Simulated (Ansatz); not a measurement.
System: spinel GeFe2O4. Method: LDA (Ansatz, a first-principles code, plane waves, PAW).

Settings: plane-wave cutoff 520 eV, 12×12×12 k mesh, Fermi–Dirac smearing 0.05 eV, spin-polarised with parallel moments, scalar-relativistic PAW data made under PBE.

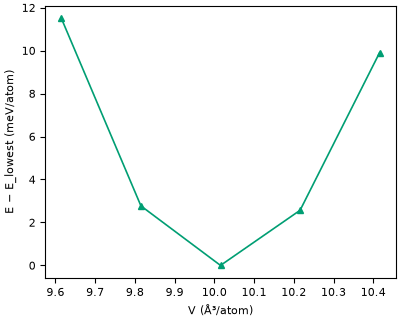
Fig. 1. Total energy against volume

Task: From the curve, estimate the equilibrium volume and the bulk modulus.

Result: V0 ≈ 10.0 Å³/atom and B0 ≈ 210 GPa; the fit gives V0 = 10.016 Å³/atom, B0 = 213 GPa, B′ = 4.5.

Note: the magnetic order was assumed, not searched for or taken from measurement; the volume lies 6 % below that of the published cell; functionals without U or exact exchange can leave correlated insulators metallic, so the missing gap need not be real.

Computed values are for the static lattice.

Computing time: about 40 core-minutes (a rough figure).
